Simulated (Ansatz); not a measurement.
The reference is PbSe in the rock salt structure (space group Fm-3m, No. 225; a = 6.178 Å). Axes: x, y, z lie along the cube axes.

Structures relaxed with DFT with r2SCAN, PAW potentials and a 500 eV plane-wave cutoff in Ansatz (an electronic-structure program), no SOC, earlier PAW set.

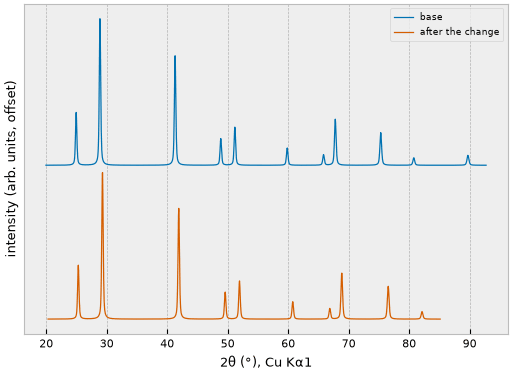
Figure: Simulated powder patterns before (top) and after one change

Problem. Which change produced these results?
A) isotropic strain −1.37 %
B) uniaxial stress, 1 GPa tension along x
C) biaxial strain +3.29 %, plane normal [111], relaxed out of plane
D) biaxial strain +0.74 %, plane normal [001], relaxed out of plane

Solution. A, isotropic strain −1.37 %. Its volume per atom is 28.28 Å³ against 29.47 Å³, and its space group is Fm-3m (No. 225).

Stability under load was not tested beyond the relaxation.
